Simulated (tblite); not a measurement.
Geometry relaxation, with input and output: C₄H₉FOSi₂ (part 3 of 3)

Continued. System: C₄H₉FOSi₂. Method: GFN2-xTB geometry optimisation, gas phase (tblite 0.8.0). It belongs to a series of runs on one base structure; here: H on Si replaced by CHO.

Geometry of the input (Å):
```
O  -3.4568  -0.0385  1.6291
C  -2.5601  -0.6470  1.0506
Si -1.8330  0.0078  -0.5181
C  -0.2177  0.8472  -0.3055
C  0.9425  -0.0443  -0.1238
Si 2.5967  0.7608  0.0953
C  0.9138  -1.3623  -0.1343
F  -0.1836  -2.1105  -0.2779
H  -2.1964  -1.5746  1.5147
H  -1.7316  -0.9948  -1.5603
H  -2.8425  1.0210  -0.9691
H  -0.0146  1.4777  -1.1944
H  -0.3236  1.5860  0.5509
H  2.5304  1.5188  1.3482
H  2.8395  1.6860  -1.0399
H  3.6647  -0.2122  0.2158
H  1.8651  -1.9092  0.0078
```

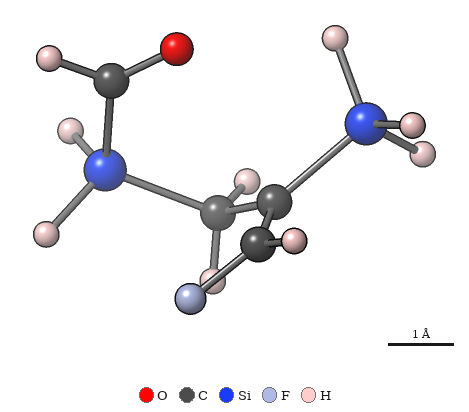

Figure 1. The geometry at step 220 of the log (ball-and-stick view, seen at a tilt).

Trajectory as extended XYZ, continued
```
17
Properties=species:S:1:pos:R:3:forces:R:3 step=170 energy=-689.35200
O    -1.5978   -0.5867    2.0255   -0.0050   0.0000   0.0170
C    -2.2884   -0.7628    1.0541    0.0180   0.0120  -0.0050
Si   -1.9504    0.0278   -0.6610    0.0000  -0.0280  -0.0140
C    -0.2095    0.8021   -0.6288    0.0140  -0.0090  -0.0150
C     0.9315   -0.0255   -0.1132   -0.0020  -0.0020  -0.0040
Si    2.5011    0.9095    0.3640   -0.0220  -0.0220   0.0290
C     0.9009   -1.3425   -0.0305    0.0080   0.0090  -0.0280
F    -0.1752   -2.0817   -0.4050    0.0020  -0.0060   0.0180
H    -3.1822   -1.4179    1.1365    0.0010  -0.0200   0.0220
H    -2.1674   -0.9766   -1.6995   -0.0080   0.0110   0.0020
H    -2.9246    1.1184   -0.8083   -0.0090   0.0060  -0.0040
H     0.0545    1.1296   -1.6379   -0.0160   0.0250  -0.0220
H    -0.2612    1.7124   -0.0261    0.0290   0.0260  -0.0030
H     2.2162    1.7964    1.4917   -0.0160  -0.0090   0.0160
H     2.8882    1.7306   -0.7884    0.0140  -0.0140  -0.0080
H     3.5554   -0.0483    0.6933    0.0000   0.0210  -0.0020
H     1.7021   -1.9727    0.3224   -0.0100   0.0010   0.0010
17
Properties=species:S:1:pos:R:3:forces:R:3 step=180 energy=-689.35506
O    -1.4830   -0.6274    1.9997    0.0080   0.0180   0.0380
C    -2.2456   -0.7432    1.0746    0.0110   0.0130  -0.0390
Si   -1.9487    0.0171   -0.6645    0.0020  -0.0140  -0.0140
C    -0.2065    0.7955   -0.6814    0.0000  -0.0140   0.0040
C     0.9275   -0.0246   -0.1362   -0.0030  -0.0040   0.0130
Si    2.4732    0.9129    0.4102   -0.0120  -0.0160   0.0110
C     0.8945   -1.3417   -0.0572   -0.0020   0.0060   0.0040
F    -0.1738   -2.0777   -0.4593    0.0060  -0.0140  -0.0020
H    -3.1822   -1.3249    1.2174    0.0040  -0.0120  -0.0030
H    -2.1900   -1.0085   -1.6780   -0.0050   0.0280   0.0150
H    -2.9321    1.0987   -0.8204   -0.0010   0.0070   0.0160
H     0.0494    1.0814   -1.7052   -0.0070  -0.0020  -0.0200
H    -0.2466    1.7311   -0.1167    0.0130   0.0010  -0.0070
H     2.1553    1.7403    1.5742   -0.0200  -0.0020  -0.0080
H     2.8660    1.7784   -0.7067    0.0020   0.0190  -0.0060
H     3.5572   -0.0198    0.7139   -0.0250  -0.0170   0.0040
H     1.6782   -1.9757    0.3246    0.0290   0.0040  -0.0060
17
Properties=species:S:1:pos:R:3:forces:R:3 step=190 energy=-689.36179
O    -1.2903   -0.6588    1.9652    0.0040   0.0460   0.0680
C    -2.1475   -0.6845    1.1199    0.0100  -0.0740  -0.0670
Si   -1.9465    0.0367   -0.6479   -0.0010  -0.0370  -0.0240
C    -0.1873    0.7556   -0.8020   -0.0020   0.0000   0.0320
C     0.9286   -0.0463   -0.1957    0.0120   0.0100   0.0440
Si    2.3917    0.9211    0.4963   -0.0450  -0.0130   0.0130
C     0.9104   -1.3636   -0.1156   -0.0130   0.0280  -0.0380
F    -0.1296   -2.1064   -0.5721   -0.0230  -0.0380  -0.0250
H    -3.1208   -1.1705    1.3520    0.0040   0.0010   0.0120
H    -2.2612   -0.9984   -1.6316   -0.0160   0.0050   0.0400
H    -2.9331    1.1202   -0.7509    0.0130   0.0360   0.0010
H     0.0400    0.9053   -1.8600    0.0110   0.0210  -0.0340
H    -0.1745    1.7494   -0.3460   -0.0060  -0.0020  -0.0430
H     1.9339    1.6254    1.6921    0.0080   0.0520   0.0170
H     2.7959    1.8890   -0.5294    0.0110   0.0060   0.0100
H     3.4983    0.0240    0.8137    0.0240  -0.0330  -0.0080
H     1.6850   -1.9862    0.3009    0.0100  -0.0070   0.0010
17
Properties=species:S:1:pos:R:3:forces:R:3 step=200 energy=-689.37176
O    -1.0787   -0.6284    1.9466    0.0120   0.0250   0.0450
C    -2.0032   -0.6370    1.1747    0.0240   0.0250  -0.0420
Si   -1.9380    0.0480   -0.6195   -0.0060   0.0290   0.0230
C    -0.1801    0.7107   -0.9536    0.0180  -0.0020   0.0440
C     0.9244   -0.0506   -0.2784   -0.0120  -0.0170   0.0280
Si    2.2772    0.9166    0.6119   -0.0590   0.0000  -0.0150
C     0.9301   -1.3708   -0.2273    0.0020   0.0090   0.0030
F    -0.0696   -2.1255   -0.7545    0.0240   0.0350  -0.0470
H    -2.9778   -1.0531    1.5081   -0.0250  -0.0520   0.0060
H    -2.3959   -0.9988   -1.5308    0.0050   0.0150   0.0200
H    -2.8729    1.1831   -0.6207   -0.0150  -0.0190  -0.0290
H     0.0056    0.7132   -2.0301   -0.0060  -0.0220  -0.0260
H    -0.1336    1.7538   -0.6357    0.0210   0.0230  -0.0110
H     1.6742    1.5592    1.7778    0.0100  -0.0030   0.0340
H     2.7783    1.9651   -0.2827   -0.0050  -0.0080  -0.0550
H     3.3632    0.0095    0.9737    0.0110  -0.0040   0.0240
H     1.6896   -1.9831    0.2295    0.0000  -0.0340  -0.0030
17
Properties=species:S:1:pos:R:3:forces:R:3 step=210 energy=-689.40476
O    -0.8406   -0.3596    2.0296   -0.0670  -0.0400  -0.0770
C    -1.7998   -0.4907    1.3100    0.0570   0.0770   0.0240
Si   -1.9147    0.1527   -0.5028   -0.0010  -0.0550  -0.0010
C    -0.1723    0.6311   -1.1170    0.0090  -0.0050  -0.0380
C     0.9069   -0.1004   -0.3770    0.0260  -0.0190   0.0470
Si    2.0235    0.8722    0.7887   -0.0270  -0.0180   0.0170
C     1.0330   -1.4122   -0.4873    0.0460   0.0800   0.0390
F     0.2048   -2.1524   -1.2664   -0.0420  -0.0430  -0.0500
H    -2.7012   -1.0075    1.7092    0.0230   0.0020  -0.0100
H    -2.5235   -0.9287   -1.2800    0.0090   0.0130   0.0210
H    -2.7850    1.3305   -0.4689   -0.0450   0.0180   0.0090
H    -0.1068    0.3922   -2.1830   -0.0170   0.0110   0.0450
H    -0.0185    1.7065   -1.0209   -0.0050  -0.0040   0.0000
H     1.2145    1.5414    1.8030    0.0070  -0.0040  -0.0040
H     2.6927    1.9012   -0.0192    0.0230  -0.0090  -0.0170
H     3.0077   -0.0408    1.3680   -0.0060   0.0260   0.0020
H     1.7723   -2.0234    0.0029    0.0100  -0.0290  -0.0070
17
Properties=species:S:1:pos:R:3:forces:R:3 step=220 energy=-689.40786
O    -0.8172   -0.3279    2.0127    0.0100  -0.0090   0.0210
C    -1.7919   -0.4571    1.3166   -0.0220  -0.0160  -0.0190
Si   -1.9250    0.1402   -0.5069   -0.0170  -0.0250  -0.0180
C    -0.1824    0.6379   -1.1020   -0.0130  -0.0140   0.0130
C     0.8995   -0.0997   -0.3694    0.0080   0.0110   0.0140
Si    2.0170    0.8628    0.8038    0.0030   0.0100  -0.0030
C     1.0402   -1.4066   -0.5120   -0.0230   0.0180   0.0230
F     0.2169   -2.1341   -1.3125    0.0010  -0.0150  -0.0190
H    -2.6849   -0.9720    1.7367    0.0050   0.0240   0.0060
H    -2.4902   -0.9822   -1.2580   -0.0020   0.0140   0.0170
H    -2.8360    1.2899   -0.5185   -0.0030  -0.0130   0.0090
H    -0.1166    0.4141   -2.1691    0.0140   0.0110  -0.0200
H    -0.0397    1.7127   -0.9892    0.0230   0.0080   0.0020
H     1.2237    1.5398    1.8263    0.0160  -0.0100  -0.0360
H     2.7012    1.8777   -0.0130   -0.0050  -0.0070   0.0100
H     3.0022   -0.0535    1.3746   -0.0070   0.0040   0.0170
H     1.7761   -2.0299   -0.0311    0.0110   0.0060  -0.0160
17
Properties=species:S:1:pos:R:3:forces:R:3 step=230 energy=-689.41329
O    -0.8285   -0.2259    2.0647   -0.0230  -0.0300  -0.0460
C    -1.8063   -0.3733    1.3752   -0.0080   0.0060   0.0460
Si   -1.9248    0.0604   -0.4951    0.0100  -0.0240  -0.0150
C    -0.2100    0.6676   -1.0676    0.0030   0.0130   0.0100
C     0.8970   -0.0920   -0.3959    0.0060   0.0350   0.0110
Si    2.0088    0.8200    0.8247   -0.0080   0.0020  -0.0210
C     1.0821   -1.3783   -0.6376    0.0180   0.0010  -0.0060
F     0.2974   -2.0713   -1.5041   -0.0090  -0.0210  -0.0060
H    -2.7232   -0.8060    1.8364    0.0160   0.0200  -0.0040
H    -2.3609   -1.1717   -1.1533    0.0000   0.0190  -0.0010
H    -2.9422    1.1094   -0.6292    0.0140  -0.0070   0.0060
H    -0.1390    0.5434   -2.1520   -0.0070  -0.0040   0.0420
H    -0.1008    1.7328   -0.8570    0.0000  -0.0120  -0.0220
H     1.2014    1.5502    1.7933   -0.0080   0.0210   0.0070
H     2.7847    1.7931    0.0391   -0.0010  -0.0160   0.0010
H     2.9119   -0.1401    1.4545   -0.0010  -0.0020   0.0090
H     1.8453   -2.0062   -0.2069   -0.0030   0.0000  -0.0120
17
Properties=species:S:1:pos:R:3:forces:R:3 step=240 energy=-689.41820
O    -0.7437   -0.1398    2.1342   -0.0250  -0.0410  -0.0610
C    -1.7515   -0.2626    1.4837    0.0180  -0.0730   0.0020
Si   -1.8967   -0.0409   -0.4225   -0.0480   0.0040  -0.0550
C    -0.2568    0.6850   -1.0697   -0.0840  -0.0020  -0.0010
C     0.8881   -0.0663   -0.4597    0.0280  -0.0690  -0.0360
Si    1.9031    0.7439    0.9139    0.0330  -0.0100  -0.0140
C     1.1784   -1.2871   -0.8848    0.0310   0.1400   0.0180
F     0.4858   -1.8874   -1.8907    0.0010   0.0040   0.0340
H    -2.6939   -0.5423    2.0069    0.0330   0.0250   0.0180
H    -2.1998   -1.3577   -0.9980    0.0480   0.0820   0.1000
H    -3.0353    0.8618   -0.6211    0.0030   0.0390  -0.0240
H    -0.2411    0.5698   -2.1554    0.0070   0.0030  -0.0260
H    -0.1801    1.7537   -0.8584    0.0110  -0.0920   0.0580
H     1.1050    1.6686    1.7161    0.0170  -0.0160  -0.0890
H     2.9293    1.5322    0.1976   -0.0350  -0.0600   0.1020
H     2.5230   -0.3032    1.7281   -0.0290   0.0730  -0.0550
H     1.9793   -1.9157   -0.5313   -0.0100  -0.0060   0.0280
17
Properties=species:S:1:pos:R:3:forces:R:3 step=250 energy=-689.44933
O    -0.5683   -0.2121    2.0757    0.0100   0.0060  -0.0380
C    -1.6276   -0.2616    1.5010    0.0280   0.0240  -0.0010
Si   -1.9011   -0.0195   -0.3875   -0.0170  -0.0380   0.0230
C    -0.2948    0.6933   -1.1093    0.0270  -0.0340   0.0910
C     0.8666   -0.0497   -0.5161    0.0750  -0.0830  -0.0430
Si    1.7930    0.6963    0.9622   -0.0130  -0.0430   0.0640
C     1.2080   -1.2388   -0.9868   -0.0610   0.0660  -0.0410
F     0.5418   -1.8291   -2.0235    0.0960   0.0760   0.1160
H    -2.5375   -0.4806    2.0958   -0.0500  -0.0350   0.0630
H    -2.1583   -1.3600   -0.9176   -0.0470   0.0120   0.0280
H    -3.0716    0.8532   -0.5278    0.0340   0.0050  -0.0140
H    -0.3310    0.5616   -2.1913    0.0950   0.0100  -0.0570
H    -0.1879    1.7564   -0.9051   -0.0610   0.0670   0.0050
H     1.0158    1.8036    1.5365    0.0610  -0.1400  -0.0720
H     3.0264    1.2982    0.4162   -0.0370  -0.0170  -0.0220
H     2.1938   -0.3463    1.9114   -0.1060   0.1220  -0.1060
H     2.0256   -1.8530   -0.6448   -0.0340   0.0010   0.0040
17
Properties=species:S:1:pos:R:3:forces:R:3 step=260 energy=-689.46126
O    -0.5637   -0.1795    2.0699    0.0170   0.0050   0.0320
C    -1.6280   -0.2674    1.5099   -0.0060   0.0010  -0.0100
Si   -1.9091   -0.0208   -0.3773   -0.0050  -0.0190   0.0130
C    -0.2999    0.6860   -1.1034    0.0070  -0.0100   0.0130
C     0.8740   -0.0480   -0.5268   -0.0070  -0.0010   0.0040
Si    1.7887    0.6849    0.9567   -0.0120  -0.0010   0.0250
C     1.2368   -1.2229   -1.0100   -0.0040  -0.0110  -0.0110
F     0.5897   -1.8110   -2.0543    0.0130   0.0030   0.0090
H    -2.5204   -0.5345    2.1171    0.0060   0.0000  -0.0050
H    -2.2333   -1.3569   -0.8786   -0.0030   0.0040  -0.0170
H    -3.0415    0.8972   -0.5191   -0.0240   0.0140  -0.0040
H    -0.3244    0.5721   -2.1891    0.0180  -0.0010  -0.0140
H    -0.2158    1.7513   -0.8850   -0.0040  -0.0080  -0.0050
H     1.0270    1.8160    1.4835    0.0180  -0.0070  -0.0170
H     3.0536    1.2213    0.4211    0.0010   0.0060   0.0000
H     2.1020   -0.3443    1.9377    0.0050   0.0020  -0.0020
H     2.0574   -1.8313   -0.6634   -0.0200   0.0210  -0.0130
17
Properties=species:S:1:pos:R:3:forces:R:3 step=270 energy=-689.46193
O    -0.5644   -0.1608    2.0759    0.0050   0.0010   0.0030
C    -1.6255   -0.2683    1.5129    0.0010   0.0030   0.0010
Si   -1.9149   -0.0201   -0.3735    0.0030  -0.0040  -0.0020
C    -0.3032    0.6799   -1.1021    0.0020  -0.0010  -0.0050
C     0.8709   -0.0521   -0.5240   -0.0010  -0.0020   0.0000
Si    1.7855    0.6799    0.9602    0.0030   0.0080   0.0010
C     1.2425   -1.2204   -1.0158   -0.0050  -0.0030  -0.0040
F     0.6041   -1.8049   -2.0668   -0.0020  -0.0020   0.0000
H    -2.5137   -0.5489    2.1195   -0.0060  -0.0050  -0.0030
H    -2.2520   -1.3486   -0.8868    0.0010   0.0020   0.0010
H    -3.0445    0.9054   -0.5043   -0.0030   0.0020  -0.0010
H    -0.3230    0.5647   -2.1884   -0.0020  -0.0060   0.0030
H    -0.2187    1.7456   -0.8870   -0.0010   0.0030   0.0040
H     1.0374    1.8274    1.4677    0.0000   0.0000   0.0010
H     3.0563    1.2009    0.4219    0.0040  -0.0020   0.0040
H     2.0903   -0.3423    1.9509   -0.0010   0.0000  -0.0030
H     2.0657   -1.8253   -0.6716    0.0010   0.0040  -0.0010
```

Summary

| quantity | value |
| --- | --- |
| outcome | converged |
| total energy | −689.4619 eV |
| hardware | 1 CPU thread, shared host |
| wall time | 2.5 s |
| peak memory | 0.18 GiB |
